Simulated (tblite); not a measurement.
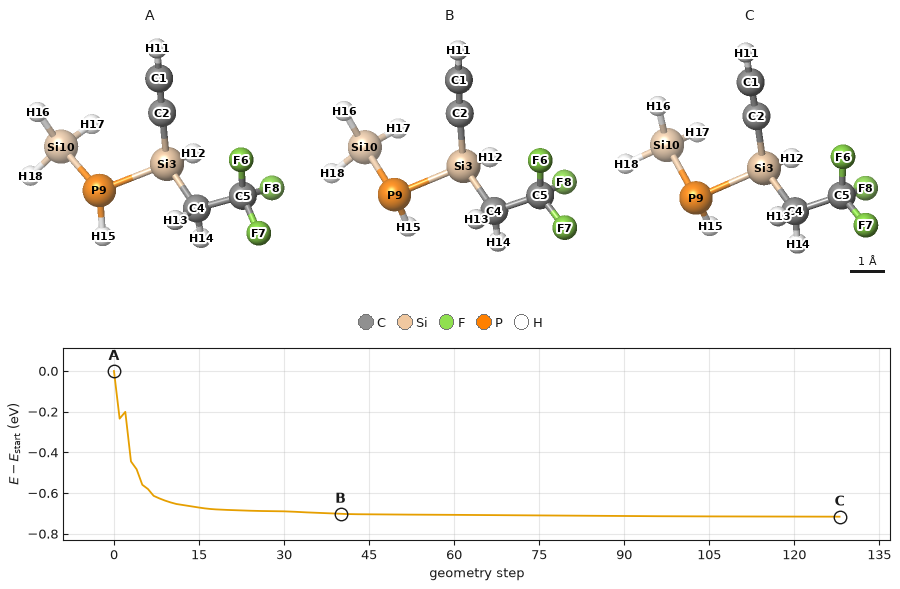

Frames of a relaxation of C₄H₈F₃PSi₂, marked on the history of the run. Style: ball-and-stick. Shown at a tilt.

The calculation used GFN2-xTB geometry optimisation, gas phase in tblite 0.8.0. 

### What happens along the run?

The energy falls by 0.716 eV in 128 geometry steps. The atom that moves furthest after the best rigid fit is H16 (0.65 Å). Largest moves by element: H 0.65 Å, F 0.33 Å, C 0.28 Å, P 0.25 Å, Si 0.20 Å. Near-neighbour distances that change, for instance: Si3–C4 1.855 → 1.916 Å, P9–H15 1.443 → 1.382 Å, C5–F7 1.400 → 1.348 Å, C5–F8 1.387 → 1.347 Å. Bond angles that change, for instance: Si10–P9–H15 113.2° → 96.0°, Si3–P9–H15 109.7° → 95.1°, Si3–P9–Si10 112.5° → 99.6°. Cost: 1.2 s on 1 thread of Intel(R) Xeon(R) 6975P-C, with other jobs on the host. From step 0 to 40: H15 moves most (0.43 Å), energy −0.702 eV. From step 40 to 128: H16 moves most (0.47 Å), energy −0.014 eV.
